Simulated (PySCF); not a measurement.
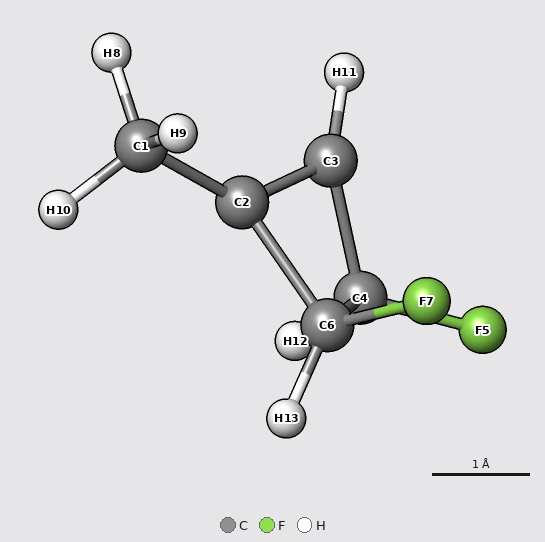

**Figure 1.** The structure as given in the input (ball-and-stick view, seen at an oblique angle; atoms are numbered from 1 in the order of the input).

**Two runs on C₅H₆F₂**

System: C₅H₆F₂.
Method of run A: GIAO PBE0/pcSseg-1 NMR shielding, non-relativistic, gas phase (PySCF 2.14.0).

The geometry comes from this level: GFN2-xTB, coordinate held. Text and figures count atoms from 1; the logs count them from 0 in places.

## The input, run A
```
{"job": {"kind": "nmr", "xc": "PBE0", "basis": "pcSseg-1", "every": 1, "pop": false}, "charge": 0, "multiplicity": 1}
C     -1.837671     0.068258    -0.516481
C     -0.421965     0.165335    -0.110583
C      0.307213     0.858765     0.778195
C      1.575075     0.325736     0.162040
F      2.692155     0.147093     0.947690
C      0.706323    -0.922026    -0.103841
F      0.594579    -1.742303     0.976623
H     -2.369147     0.981010    -0.258543
H     -2.312629    -0.776586    -0.017013
H     -1.907439    -0.098317    -1.591015
H      0.134556     1.751320     1.352414
H      1.915776     0.843566    -0.733398
H      0.912291    -1.558725    -0.971836
```

The first line tells a small driver script what to run in PySCF; the rest is the geometry in Å.

Launched with:
```bash
OMP_NUM_THREADS=1 python <driver script> task.json out
```

Hardware: 1 CPU thread, shared host.

## Output (run A)
```
coarse grid: 11328 points
cycle   1  E = -393.1479803946  dE =  1.042e+00  |g| = 6.503e-01  |ddm| = 3.261e+00
cycle   2  E = -393.0850051117  dE =  6.298e-02  |g| = 9.437e-01  |ddm| = 1.387e+00
cycle   3  E = -393.2195408374  dE = -1.345e-01  |g| = 7.999e-02  |ddm| = 9.188e-01
cycle   4  E = -393.2206961276  dE = -1.155e-03  |g| = 3.303e-02  |ddm| = 1.273e-01
cycle   5  E = -393.2209353080  dE = -2.392e-04  |g| = 1.201e-02  |ddm| = 4.760e-02
cycle   6  E = -393.2209660234  dE = -3.072e-05  |g| = 4.433e-03  |ddm| = 1.347e-02
cycle   7  E = -393.2209706184  dE = -4.595e-06  |g| = 8.704e-04  |ddm| = 4.554e-03
final grid: 111480 points
cycle   8  E = -393.2774292316  dE = -4.139e-05  |g| = 8.269e-03  |ddm| = 3.648e-02
cycle   9  E = -393.2774187510  dE =  1.048e-05  |g| = 1.157e-02  |ddm| = 2.141e-02
cycle  10  E = -393.2774444923  dE = -2.574e-05  |g| = 1.249e-03  |ddm| = 1.211e-02
cycle  11  E = -393.2774447680  dE = -2.757e-07  |g| = 1.888e-04  |ddm| = 1.182e-03
cycle  12  E = -393.2774447740  dE = -5.989e-09  |g| = 4.667e-05  |ddm| = 1.906e-04
cycle  13  E = -393.2774447744  dE = -4.077e-10  |g| = 2.227e-05  |ddm| = 6.805e-05
converged SCF energy = -393.2774447744

GIAO shielding tensors (ppm)
atom      isotropic    diamagn.    paramagn.     s11        s22        s33       span
  0 C      170.573     245.384     -74.810    156.175    168.548    186.997     30.821
  1 C       24.444     259.878    -235.434    -93.623      9.685    157.269    250.893
  2 C       28.027     252.847    -224.820    -84.357     32.430    136.007    220.364
  3 C      101.976     245.377    -143.401     68.797     85.138    151.991     83.194
  4 F      355.712     467.549    -111.837    300.674    344.600    421.863    121.189
  5 C       92.219     241.597    -149.378     58.365     90.244    128.047     69.682
  6 F      351.471     473.219    -121.748    227.675    377.265    449.475    221.801
  7 H       29.480      28.053       1.426     25.391     28.073     34.975      9.584
  8 H       29.274      27.802       1.472     24.921     27.828     35.071     10.150
  9 H       29.841      28.133       1.708     25.921     27.942     35.661      9.739
 10 H       24.526      32.037      -7.511     22.502     24.662     26.414      3.913
 11 H       26.650      30.047      -3.397     21.000     28.154     30.796      9.796
 12 H       25.962      29.650      -3.688     23.814     25.399     28.673      4.859
```

The input of run B differs as follows (lines with − go, lines with + come):
```diff
-C     -1.837671     0.068258    -0.516481
-C     -0.421965     0.165335    -0.110583
-C      0.307213     0.858765     0.778195
-C      1.575075     0.325736     0.162040
-F      2.692155     0.147093     0.947690
-C      0.706323    -0.922026    -0.103841
-F      0.594579    -1.742303     0.976623
-H     -2.369147     0.981010    -0.258543
-H     -2.312629    -0.776586    -0.017013
-H     -1.907439    -0.098317    -1.591015
-H      0.134556     1.751320     1.352414
-H      1.915776     0.843566    -0.733398
-H      0.912291    -1.558725    -0.971836
+C     -1.880731    -0.021639    -0.326121
+C     -0.438399     0.137951    -0.052042
+C      0.358365     1.101426     0.416256
+C      1.619743     0.286659     0.298538
+F      2.246180    -0.010458     1.477333
+C      0.697364    -0.845627    -0.253329
+F      0.644987    -1.977039     0.510186
+H     -2.421372     0.885411    -0.069706
+H     -2.275002    -0.853749     0.256732
+H     -2.038364    -0.252302    -1.379360
+H      0.205261     2.108997     0.751464
+H      2.393973     0.647919    -0.387462
+H      0.902445    -1.163294    -1.281771
```

What does this change do to the results?

With the same method and basis, run B lies 18.2 kcal/mol lower. The HOMO goes from −7.70 to −7.94 eV. The LUMO goes from −0.74 to −0.28 eV. The dipole moment goes from 3.56 to 3.41 D. Of all shieldings, the largest change is that of F7, by +42.8 ppm. The number of SCF iterations is the same.

## Output (run B)
```
coarse grid: 11328 points
cycle   1  E = -393.1780669260  dE =  1.024e+00  |g| = 6.428e-01  |ddm| = 3.270e+00
cycle   2  E = -393.1202675579  dE =  5.780e-02  |g| = 9.200e-01  |ddm| = 1.195e+00
cycle   3  E = -393.2486044092  dE = -1.283e-01  |g| = 8.135e-02  |ddm| = 7.603e-01
cycle   4  E = -393.2498184617  dE = -1.214e-03  |g| = 3.003e-02  |ddm| = 8.970e-02
cycle   5  E = -393.2500328258  dE = -2.144e-04  |g| = 5.756e-03  |ddm| = 3.670e-02
cycle   6  E = -393.2500398291  dE = -7.003e-06  |g| = 2.151e-03  |ddm| = 6.922e-03
final grid: 111480 points
cycle   7  E = -393.3063912099  dE = -3.927e-05  |g| = 8.027e-03  |ddm| = 3.376e-02
cycle   8  E = -393.3063783377  dE =  1.287e-05  |g| = 1.165e-02  |ddm| = 1.711e-02
cycle   9  E = -393.3064056475  dE = -2.731e-05  |g| = 1.253e-03  |ddm| = 9.643e-03
cycle  10  E = -393.3064059695  dE = -3.220e-07  |g| = 2.861e-04  |ddm| = 1.218e-03
cycle  11  E = -393.3064059844  dE = -1.491e-08  |g| = 1.577e-04  |ddm| = 4.077e-04
cycle  12  E = -393.3064059897  dE = -5.288e-09  |g| = 1.879e-05  |ddm| = 1.433e-04
cycle  13  E = -393.3064059897  dE = -6.492e-11  |g| = 8.193e-06  |ddm| = 2.162e-05
converged SCF energy = -393.3064059897

GIAO shielding tensors (ppm)
atom      isotropic    diamagn.    paramagn.     s11        s22        s33       span
  0 C      170.592     245.477     -74.885    154.921    169.830    187.027     32.106
  1 C       21.585     261.110    -239.524    -95.241     18.444    141.553    236.794
  2 C       41.802     251.288    -209.486    -62.249     46.688    140.969    203.218
  3 C       95.220     246.274    -151.054     61.768     85.252    138.641     76.873
  4 F      386.755     468.721     -81.965    360.566    392.456    407.244     46.679
  5 C       91.910     241.605    -149.695     59.660     86.371    129.699     70.039
  6 F      394.246     470.917     -76.671    367.844    403.908    410.986     43.142
  7 H       29.634      28.188       1.445     25.761     28.132     35.008      9.247
  8 H       29.408      27.884       1.523     25.222     28.204     34.797      9.575
  9 H       29.970      27.991       1.978     26.062     27.842     36.005      9.943
 10 H       25.192      32.573      -7.381     23.149     25.233     27.194      4.044
 11 H       26.268      29.118      -2.851     22.787     26.763     29.253      6.466
 12 H       26.362      29.550      -3.188     23.716     26.325     29.044      5.329
```

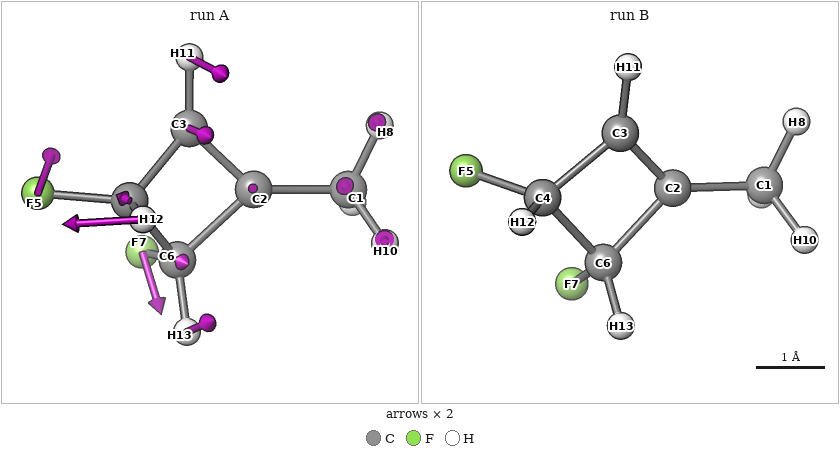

**Figure 2.** The two input geometries at one scale (ball-and-stick view, seen at a tilt). The pink arrows on the first give the shifts of the atoms after the best rigid fit, magnified 2 times. The largest moves after the best rigid fit, 0.72 Å, are those of F and H atoms. Largest moves by element: H 0.72 Å, F 0.71 Å, C 0.45 Å. Among the contacts that change: C–C 1.567 → 1.516 Å, C–C 1.543 → 1.561 Å, C–F 1.377 → 1.368 Å, C–C 1.343 → 1.335 Å.

## The two runs side by side

| quantity | run A | run B |
| --- | --- | --- |
| outcome | converged | converged |
| total energy (hartree) | −393.277445 | −393.306406 |
| HOMO (eV) | −7.70 | −7.94 |
| LUMO (eV) | −0.74 | −0.28 |
| dipole moment (D) | 3.56 | 3.41 |
| shielding of C2 (ppm) | 24.4 | 21.6 |
| shielding of C3 (ppm) | 28.0 | 41.8 |
| shielding of C4 (ppm) | 102.0 | 95.2 |
| shielding of F5 (ppm) | 355.7 | 386.8 |
| shielding of F7 (ppm) | 351.5 | 394.2 |
| shielding of H11 (ppm) | 24.5 | 25.2 |
| shielding of H13 (ppm) | 26.0 | 26.4 |
| SCF iterations | 13 | 13 |
| basis functions | 149 | 149 |
| wall time (shared host) | 20 s | 20 s |
